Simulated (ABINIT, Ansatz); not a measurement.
# Diamond (Fd-3m, 2 atoms a cell): G0W0 with ABINIT, start to end, part 2 of 2

Aim: the G0W0 gap of Diamond (Fd-3m, 2 atoms a cell) on PBE, step by step.

ABINIT 10.8.3; PBE and many-body steps on it, plane waves. Known limits of the many-body steps: not at the basis limit.

So far. Step 2 (Ground state): The gap is indirect, with the least direct gap 1.40 eV higher. Step 3 (Bands along the symmetry lines): The gap is 4.190 eV, −0.039 eV from the run before at this level.

## (4) Empty states on the mesh, 8×8×8 mesh, 74 bands

Level of this step: DFT, PBE, plane waves, norm-conserving pseudopotentials (ABINIT).

The sums over transitions need many empty states on a uniform mesh; this step solves for them.

run.abi

```
acell 3*1.0 Angstrom
rprim 
  -0.000000000000 1.783370000000 1.783370000000
  1.783370000000 0.000000000000 1.783370000000
  1.783370000000 1.783370000000 0.000000000000
ntypat 1
znucl 6
natom 2
typat 1 1
xred 
  -0.000000000000 0.000000000000 -0.000000000000
  0.250000000000 0.250000000000 0.250000000000
pp_dirpath "pseudos"
pseudos "C.upf"
ecut 37
ngkpt 8 8 8
nshiftk 1
shiftk 0 0 0
kptopt 1
chksymbreak 0
irdden 1
istwfk *1
nband 74
prtvol 0
optdriver 6
gwr_task "HDIAGO"
paral_kgb 0
occopt 1
indata_prefix "in"
outdata_prefix "out"
tmpdata_prefix "tmp"
```

Command:

```sh
$ OMP_NUM_THREADS=1 mpirun -n 8 abinit run.abi > log
```

Numbers of over 12 decimals in the logs are rounded to 6 here.

The log of the run:

```text
[banner, memory and clock lines left out]
.Version 10.8.3 of ABINIT. v10.8.2 released Aug 2026.

 Symmetries : space group Fd -3 m (#227); Bravais cF (face-center cubic)
[... echo of the input left out ...]
== DATASET  1 ==================================================================
-   mpi_nproc: 8, omp_nthreads: 1 (-1 if OMP is not activated)

--- !DatasetInfo
iteration_state: {dtset: 1, }
dimensions: {natom: 2, nkpt: 29, mband: 74, nsppol: 1, nspinor: 1, nspden: 1, mpw: 869, }
cutoff_energies: {ecut:  37.0, pawecutdg:  -1.0, }
electrons: {nelect:   8.00000000E+00, charge:   0.00000000E+00, occopt:   1.00000000E+00, tsmear:   1.00000000E-02, }

.Using double precision arithmetic; gwpc =  8

- Reading GS density from: in_DEN

--- Pseudopotential description ------------------------------------------------
- C Generated using ONCVPSP code by D. R. Hamann
-  6.00000   4.00000  171031                  znucl, zion, pspdat
12 -101130 1 -1 1248                          pspcod,pspxc,lmax,lloc,mmax
     nproj     2     2
  pspatm : epsatm=    4.31346680
         --- l  ekb(1:nproj) -->
             0    6.481548    0.385504
             1   -4.199961   -0.877517
 pspatm: atomic psp has been read  and splines computed

   6.90154688E+01                                ecore*ucvol(ha*bohr**3)

 Total charge density [el/Bohr^3]
)     Maximum=    2.9642E-01  at reduced coord.    0.2000    0.2000    0.4333
)     Minimum=    1.3223E-02  at reduced coord.    0.5000    0.5000    0.5000
   Integrated=    8.0000E+00

 === KS gaps after direct diagonalization ===
 Indirect band gap semiconductor
 Fundamental gap:     4.190 (eV)
   VBM:    10.293 (eV) at k: [ 0.0000E+00,  0.0000E+00,  0.0000E+00]
   CBM:    14.483 (eV) at k: [ 3.7500E-01,  3.7500E-01,  0.0000E+00]
 Direct gap:         5.626 (eV) at k: [ 0.0000E+00,  0.0000E+00,  0.0000E+00]

== END DATASET(S) ==============================================================

 -outvars: echo values of variables after computation  --------
           etotal      0.0000000000E+00
            nband          74
             nkpt          29
          spgroup         227
 [... the other variables as echoed above ...]

 Calculation completed.
```

Run time: 5.3 s. Hardware: 8 MPI ranks of Intel Xeon Platinum 8259CL at 2.50GHz (Skylake/Cascade Lake), shared host; peak memory 0.81 GiB; 41 s of CPU time.

This step gave:

- gap: 4.190 eV
- k of the valence top: 0, 0, 0
- k of the conduction bottom: 0.375, 0.375, 0
- least direct gap: 5.626 eV
- k points computed: 29
- lowest point of the top converged band, above the valence top: 157.2196 eV

On this mesh the gap is 4.190 eV.

## (5) Screening, 8×8×8 mesh, 66 bands, screening to 239.5 eV

The RPA dielectric matrix is built and inverted for each q.

This step: RPA screening on PBE, plane waves, norm-conserving pseudopotentials.

Edit run.abi of step 4 so:

```diff
@@ -20,10 +20,11 @@
 chksymbreak 0
-irdden 1
 istwfk *1
-nband 74
-prtvol 0
-optdriver 6
-gwr_task "HDIAGO"
-paral_kgb 0
 occopt 1
+irdwfk 1
+optdriver 3
+nband 66
+ecuteps 8.8
+inclvkb 2
+awtr 1
+symchi 1
 indata_prefix "in"
```

The log of the run:

```text
.Version 10.8.3 of ABINIT. v10.8.2 released Aug 2026.

 Symmetries : space group Fd -3 m (#227); Bravais cF (face-center cubic)
[... echo of the input left out ...]
== DATASET  1 ==================================================================
-   mpi_nproc: 8, omp_nthreads: 1 (-1 if OMP is not activated)

--- !DatasetInfo
iteration_state: {dtset: 1, }
dimensions: {natom: 2, nkpt: 29, mband: 66, nsppol: 1, nspinor: 1, nspden: 1, mpw: 869, }
cutoff_energies: {ecut:  37.0, pawecutdg:  -1.0, }
electrons: {nelect:   8.00000000E+00, charge:   0.00000000E+00, occopt:   1.00000000E+00, tsmear:   1.00000000E-02, }

 SCREENING: Calculation of the susceptibility and dielectric matrices

 Based on a program developped by R.W. Godby, V. Olevano, G. Onida, and L. Reining.
 Incorporated in ABINIT by V. Olevano, G.-M. Rignanese, and M. Torrent.
.Using double precision arithmetic ; gwpc =  8

[... cell and pseudopotentials left out ...]
--------------------------------------------------------------------------------

 ==== K-mesh for the wavefunctions ====
 Number of points in the irreducible wedge :    29
[... list of points left out ...]
 Together with 48 symmetry operations and time-reversal symmetry
 yields   512 points in the full Brillouin Zone.

 ==== Q-mesh for the screening function ====
 Number of points in the irreducible wedge :    29
[... list of points left out ...]
 Together with 48 symmetry operations and time-reversal symmetry
 yields   512 points in the full Brillouin Zone.

 setmesh: FFT mesh size selected  =    20x   20x   20
          total number of points  =         8000

 vcoul_init : cutoff-mode = AUXILIARY_FUNCTION
 q-points for optical limit:   1
     1)      0.000010    0.000020    0.000030

- screening: taking advantage of time-reversal symmetry
- Maximum band index for partially occupied states nbvw = 4
- Remaining bands to be divided among processors   nbcw = 62
- Number of bands treated by each node ~7

 Number of electrons calculated from density =    8.0000; Expected =    8.0000
 average of density, n =  0.104505
 r_s =    1.3170
 omega_plasma =   31.1835 [eV]

 calculating chi0 at frequencies [eV] :
  1    0.000000E+00    0.000000E+00
  2    0.000000E+00    3.118352E+01

--------------------------------------------------------------------------------
  q-point number  1        q = ( 0.000000, 0.000000, 0.000000) [r.l.u.]
--------------------------------------------------------------------------------
[... chi0 elements left out ...]
 For q-point:  0.000010 0.000020 0.000030
  dielectric constant =   5.5121
  dielectric constant without local fields =   5.9487

  Average fulfillment of the sum rule on Im[epsilon] for q-point    1 :     88.49  [%]
[... wings left out ...]
  q-point number  2        q = ( 0.125000, 0.000000, 0.000000) [r.l.u.]
--------------------------------------------------------------------------------
[... chi0 elements left out ...]
  Average fulfillment of the sum rule on Im[epsilon] for q-point    2 :     98.15  [%]

 [... 27 further q-points ...]
```

The job ended after 39 s (8 MPI ranks; peak memory 1.1 GiB).

Numbers from this step:

| Quantity | Value |
| --- | --- |
| ε∞ with local fields, on this mesh, along the program's q direction | 5.512 |
| the same without local fields | 5.949 |
| plasma frequency | 31.18 eV |
| plane waves in the screening matrix | 113 |

Local fields lower ε∞ by 7 %.

## (6) Self-energy, 8×8×8 mesh, 66 bands, screening to 239.5 eV

The self-energy is evaluated for the states that the input lists, and the levels follow from it, in one-shot runs by the linearised quasiparticle equation.

This step: G0W0 on PBE, plane waves, norm-conserving pseudopotentials.

Edit run.abi of step 5 so:

```diff
@@ -23,8 +23,17 @@
 irdwfk 1
-optdriver 3
+optdriver 4
 nband 66
+gwcalctyp 0
+ecutsigx 37
+symsigma 1
+nkptgw 2
+kptgw 
+  0.0000000000 0.0000000000 0.0000000000
+  0.3750000000 0.3750000000 0.0000000000
+bdgw 
+  2 7
+  3 6
 ecuteps 8.8
-inclvkb 2
-awtr 1
-symchi 1
+irdscr 1
+ppmodel 1
 indata_prefix "in"
```

The log of the run:

```text
.Version 10.8.3 of ABINIT. v10.8.2 released Aug 2026.

 Symmetries : space group Fd -3 m (#227); Bravais cF (face-center cubic)
[... echo of the input left out ...]
== DATASET  1 ==================================================================
-   mpi_nproc: 8, omp_nthreads: 1 (-1 if OMP is not activated)

--- !DatasetInfo
iteration_state: {dtset: 1, }
dimensions: {natom: 2, nkpt: 29, mband: 66, nsppol: 1, nspinor: 1, nspden: 1, mpw: 869, }
cutoff_energies: {ecut:  37.0, pawecutdg:  -1.0, }
electrons: {nelect:   8.00000000E+00, charge:   0.00000000E+00, occopt:   1.00000000E+00, tsmear:   1.00000000E-02, }

 SIGMA: Calculation of the GW corrections

 Based on a program developped by R.W. Godby, V. Olevano, G. Onida, and L. Reining.
 Incorporated in ABINIT by V. Olevano, G.-M. Rignanese, and M. Torrent.
.Using double precision arithmetic ; gwpc =  8

[... cell and pseudopotentials left out ...]
--------------------------------------------------------------------------------

 ==== K-mesh for the wavefunctions ====
 Number of points in the irreducible wedge :    29
[... list of points left out ...]
 Together with 48 symmetry operations and time-reversal symmetry
 yields   512 points in the full Brillouin Zone.

 ==== Q-mesh for screening function ====
 Number of points in the irreducible wedge :    29
[... list of points left out ...]
 Together with 48 symmetry operations and time-reversal symmetry
 yields   512 points in the full Brillouin Zone.

 vcoul_init : cutoff-mode = AUXILIARY_FUNCTION
 q-points for optical limit:   1
     1)      0.000010    0.000020    0.000030
 setmesh: FFT mesh size selected  =    32x   32x   32
          total number of points  =        32768

 Number of electrons calculated from density =    8.0000; Expected =    8.0000
 average of density, n =  0.104505
 r_s =    1.3170
 omega_plasma =   31.1835 [eV]

 === KS Band Gaps ===
  >>>> For spin  1
   Minimum direct gap =   5.6255 [eV], located at k-point      :   0.0000  0.0000  0.0000
   Fundamental gap    =   4.1901 [eV], Top of valence bands at :   0.0000  0.0000  0.0000
                                       Bottom of conduction at :   0.3750  0.3750  0.0000
 SIGMA fundamental parameters:
 PLASMON POLE MODEL  1
 number of plane-waves for SigmaX                  869
 number of plane-waves for SigmaC and W            113
 number of plane-waves for wavefunctions           869
 number of bands                                    66
 number of independent spin polarizations            1
 number of spinorial components                      1
 number of k-points in IBZ                          29
 number of q-points in IBZ                          29
 number of symmetry operations                      48
 number of k-points in BZ                          512
 number of q-points in BZ                          512
 number of frequencies for dSigma/dE                 9
 frequency step for dSigma/dE [eV]                0.25
 number of omega for Sigma on real axis              0
 max omega for Sigma on real axis  [eV]           0.00
 zcut for avoiding poles [eV]                     0.10

 EPSILON^-1 parameters (SCR file):
 dimension of the eps^-1 matrix on file            113
 dimension of the eps^-1 matrix used               113
 number of plane-waves for wavefunctions           869
 number of bands                                    66
 number of q-points in IBZ                          29
 number of frequencies                               2
 number of real frequencies                          1
 number of imag frequencies                          1

 matrix elements of self-energy operator (all in [eV])

 Perturbative Calculation

--- !SelfEnergy_ee
iteration_state: {dtset: 1, }
kpoint     : [   0.000,    0.000,    0.000, ]
spin       : 1
KS_gap     :    5.626
QP_gap     :    7.407
Delta_QP_KS:    1.781
data: !SigmaeeData |
     Band     E0 <VxcDFT>   SigX SigC(E0)      Z dSigC/dE  Sig(E)    E-E0       E
        2  10.293 -16.962 -19.293   1.490   0.831  -0.203 -17.661  -0.698   9.595
        3  10.293 -16.962 -19.293   1.490   0.831  -0.203 -17.661  -0.698   9.595
        4  10.293 -16.962 -19.293   1.490   0.831  -0.203 -17.661  -0.698   9.595
        5  15.918 -15.643  -9.539  -4.803   0.832  -0.201 -14.560   1.083  17.001
        6  15.918 -15.643  -9.539  -4.803   0.832  -0.201 -14.560   1.083  17.001
        7  15.918 -15.643  -9.539  -4.803   0.832  -0.201 -14.560   1.083  17.001

--- !SelfEnergy_ee
iteration_state: {dtset: 1, }
kpoint     : [   0.375,    0.375,    0.000, ]
spin       : 1
KS_gap     :    9.944
QP_gap     :   11.606
Delta_QP_KS:    1.662
data: !SigmaeeData |
     Band     E0 <VxcDFT>   SigX SigC(E0)      Z dSigC/dE  Sig(E)    E-E0       E
        3   4.539 -15.969 -20.469   3.183   0.817  -0.225 -17.044  -1.075   3.463
        4   4.539 -15.969 -20.469   3.183   0.817  -0.225 -17.044  -1.075   3.463
        5  14.483 -14.094  -8.673  -4.725   0.842  -0.188 -13.507   0.587  15.070
        6  17.096 -13.238  -7.304  -5.262   0.843  -0.186 -12.671   0.567  17.663

== END DATASET(S) ==============================================================
================================================================================

 -outvars: echo values of variables after computation  --------
           etotal      0.0000000000E+00
            nband          66
             nkpt          29
          spgroup         227
 [... the other variables as echoed above ...]

 Calculation completed.
```

Wall time 7.8 s (8 MPI ranks); peak memory 1.1 GiB; 60 s of CPU time.

This step gave:

```yaml
g0w0_gap_on_the_points_computed: 5.475 eV
starting_gap_on_the_mesh: 4.190 eV
k_of_the_valence_top: 0, 0, 0
k_of_the_conduction_bottom: 0.375, 0.375, 0
z_at_the_valence_top: 0.831
z_at_the_conduction_bottom: 0.842
least_direct_g0w0_gap_on_the_computed_points: 7.406 eV
```

The gap on the mesh goes from 4.19 eV to 5.47 eV, a correction of +1.28 eV. The start differs from the 4.23 eV found before because the two sample other k points.

Limits: finite bands, cutoff and mesh. v1 is the top filled band, c1 the lowest empty one. The levels before and after the correction (eV, zero at the valence-band top of each column):

```tsv
	conduction bottom	valence top
Kohn-Sham	4.19	0.00
G0W0	5.47	0.00
```

```tsv
	level	energy (eV)
Kohn-Sham	Γ v3-v1	0.000
Kohn-Sham	Γ c1-c3	5.626
Kohn-Sham	(0.375 0.375 0) v2-v1	-5.754
Kohn-Sham	(0.375 0.375 0) c1	4.190
Kohn-Sham	(0.375 0.375 0) c2	6.803
G0W0	Γ v3-v1	0.000
G0W0	Γ c1-c3	7.406
G0W0	(0.375 0.375 0) v2-v1	-6.132
G0W0	(0.375 0.375 0) c1	5.475
G0W0	(0.375 0.375 0) c2	8.068
```

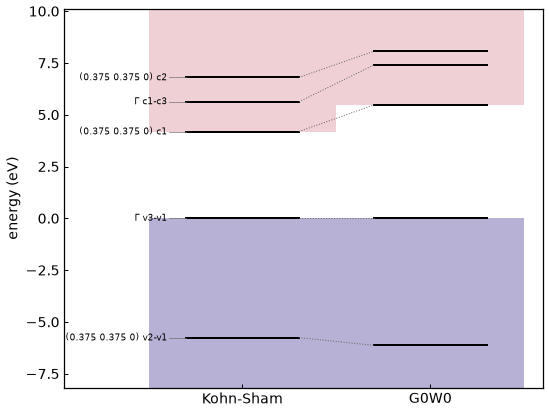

Levels before and after the correction. Shaded: valence and conduction bands.

## (7) Where the time went

Times are wall times on 8 MPI ranks of Intel Xeon Platinum 8259CL at 2.50GHz (Skylake/Cascade Lake), shared host, good to a factor of about two.

```tsv
step	time	share	memory (GiB)
ground state	4.7 s	8 %	0.54
bands along the symmetry lines	2.8 s	5 %	0.07
empty states on the mesh	5.3 s	9 %	0.81
screening	39 s	65 %	1.1
self-energy	7.8 s	13 %	1.1
```

## (8) Results

| Property | Result |
| --- | --- |
| PBE gap | 4.19 eV, indirect |
| G0W0 gap on the mesh | 5.47 eV |
| GW settings | 8×8×8 mesh, 66 bands, screening to 239.5 eV, Godby-Needs plasmon pole |
| known limits | not at the basis limit |

In words: G0W0 moves the gap on the mesh from 4.19 eV to 5.47 eV (+1.28 eV), with Z of 0.83 and 0.84 at the edges. Local fields lower the RPA ε∞ on this mesh from 5.95 to 5.51. Only 2 of the mesh's irreducible points were corrected, so a valley elsewhere could overtake. The dearest step here is «screening». Against experiment, by G0W0@PBE: the gap of 5.47 eV lies −0.03 eV from the measured 5.5 eV (kind not stated, quoted 2019); the gap of 5.47 eV lies +0.005 eV from the measured 5.47 eV (kind not stated, quoted 2024). The calculation has static nuclei and no excitons; a measured gap holds zero-point and thermal motion, which mostly lowers it. Bands and cutoff are finite, so the gap is not at the basis limit. The miss can reach some tenths of an eV and take either sign; the mesh is an error of its own. In the G0W0 run levels were corrected at 2 k points alone, so a gap called «on the mesh» is the least over those, and an edge elsewhere would be missed.

[Paths, hosts, dates, memory and timing lines, banners, echoed tables and standing remarks are left out of the program output.]

[Logs are printed without paths, hosts, clocks, repeated set-up lines and the standing remarks that a program may print on its own settings, such as how far it seeks lower states.]

[Runs of the session that timed out or met a known fault of the program may be left out.]

[Hosts, paths, dates, database ids (printed as entryN), source tags and the programs' standing remarks are cut or masked in the printed files.]

[G0W0 gaps are taken among the corrected bands and points alone; a level outside them can change the order at an edge.]

[Where Ansatz stands beside ABINIT at settings called matched, ABINIT's density can come from a denser mesh and the files from another edition; pairs whose starting gaps differed by over 0.03 eV were left out, so agreement reads better than it is.]
